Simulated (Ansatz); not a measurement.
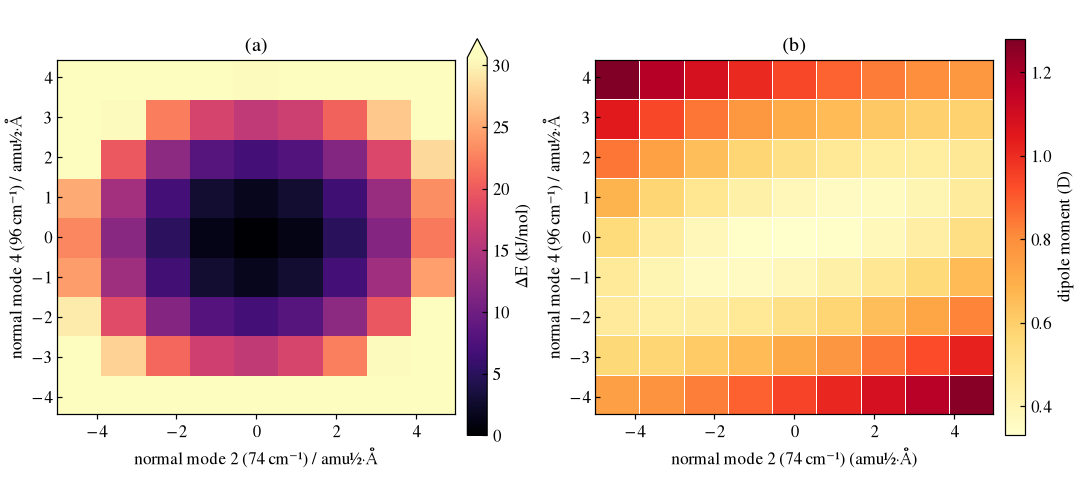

Cl3IZr, SMILES [Cl][Zr]([Cl])([Cl])[I]. Coordinates scanned: (1) normal mode 2 (74 cm⁻¹); (2) normal mode 4 (96 cm⁻¹). Nothing is relaxed (straight displacements along the two mass-weighted modes). The scan uses a 9 × 9 grid. Points are written as (first, second). Energies: kJ/mol, counted from the lowest grid point. Level of theory: RKS PBE-D4/def2-SVP in Ansatz 0.2.0.

Panel (a) is the energy and panel (b) the computed dipole moment on the same grid.

Drawn: one coloured cell a grid point, one colour for all values above the top of the scale.

**How does the dipole moment vary over the map, and what is it at the lowest grid point?**

Leaving out the highest fifth of the energies, it runs from 0.33 D at (0.00 amu½·Å, 0.00 amu½·Å) to 1.01 D at (1.11 amu½·Å, −3.94 amu½·Å). At the lowest grid point, (0.00 amu½·Å, 0.00 amu½·Å), it is 0.33 D.
